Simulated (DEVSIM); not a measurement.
Structure: Ni/HfO2/p-GaAs capacitor, at 400 K.

| layer (left to right) | material | thickness (nm) | Na (cm⁻³) |
|---|---|---|---|
| 1 | HfO2 | 5.20 | - |
| 2 | GaAs | 14000 | 2e15 |

Metal gate on the left, work function 5.1 eV. Fixed charge at the semiconductor interface 1.03e13 cm⁻² (in units of +e); no interface traps.

The device is made up for the run: typed textbook-type constants, with dimensions and the other settings drawn at random. Values at 300 K; Nc and Nv go as T^1.5, mobilities as T to minus their exponent, the gap by Varshni's rule with the affinity fixed.

| parameter | HfO2 | GaAs |
|---|---|---|
| gap (eV) | 5.7 | 1.424 |
| affinity (eV) | 2.5 | 4.07 |
| permittivity | 22 | 12.9 |
| Nc (cm⁻³) | - | 4.7e17 |
| Nv (cm⁻³) | - | 9e18 |
| Varshni α (eV/K) | - | 0.000541 |
| Varshni β (K) | - | 204 |

DEVSIM, 1D Poisson equation in equilibrium, Boltzmann statistics, complete ionisation; no quantum confinement or tunnelling. Metal contacts follow the ideal Schottky-Mott rule: no Fermi-level pinning, no interface dipoles.

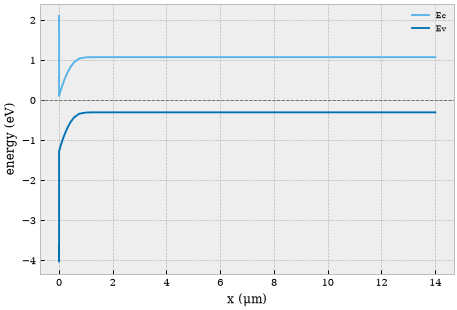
Figure. Band edges at 0.5 V on the gate

Energies count from the Fermi level of the right contact; mesh points crowd at the junctions.

```tsv
x (μm)	Ec (eV)	Ev (eV)	n (cm⁻³)	p (cm⁻³)	field (V/cm)
0.000	2.100	-3.600	< 1e2	< 1e2	-830000
0.001321	1.991	-3.709	< 1e2	< 1e2	-830000
0.003251	1.831	-3.869	< 1e2	< 1e2	-830000
0.004857	1.699	-4.001	< 1e2	< 1e2	-830000
0.006747	0.105	-1.272	3.4e16	1300	29000
0.01080	0.116	-1.261	2.5e16	1800	27000
0.02036	0.141	-1.236	1.2e16	3700	25000
0.05749	0.226	-1.151	1.0e15	43000	22000
0.1331	0.380	-0.998	1.2e13	3700000	19000
0.3155	0.684	-0.694	1.8e9	2.5e10	14000
0.7560	1.039	-0.339	59000	7.5e14	2600
2.467	1.073	-0.305	22000	2.0e15	≈ 0
5.949	1.073	-0.305	22000	2.0e15	≈ 0
10.57	1.073	-0.305	22000	2.0e15	≈ 0
12.96	1.073	-0.305	22000	2.0e15	≈ 0
13.59	1.073	-0.305	22000	2.0e15	≈ 0
13.83	1.073	-0.305	22000	2.0e15	≈ 0
13.93	1.073	-0.305	22000	2.0e15	≈ 0
13.98	1.073	-0.305	22000	2.0e15	≈ 0
14.00	1.073	-0.305	22000	2.0e15	≈ 0
14.00	1.073	-0.305	22000	2.0e15	≈ 0
14.01	1.073	-0.305	22000	2.0e15	≈ 0
```
